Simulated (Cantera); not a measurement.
Charge: 1 mol Si, 1.4 mol HCl, 14 mol H₂, at 0.100 bar.

Equilibrium computed with Cantera from the NASA thermochemical tables; the gas is ideal and each condensed phase is pure. Candidate condensed phases: Si; 19 gas species. The tables' values for SiCl₃ are old estimates; treat these amounts as uncertain. Rates play no part.

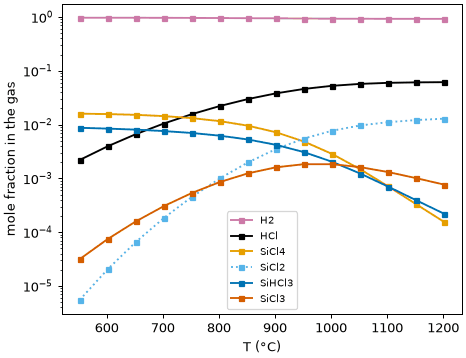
*Equilibrium gas composition (values under 1e-9 drawn at 1e-9)*

### Question
Read off the mole fractions at 902 °C.

### Answer
H₂ about 0.95, HCl about 0.038, SiCl₄ about 0.0072, SiHCl₃ about 0.0042, SiCl₂ about 0.0035, SiCl₃ about 0.0016.
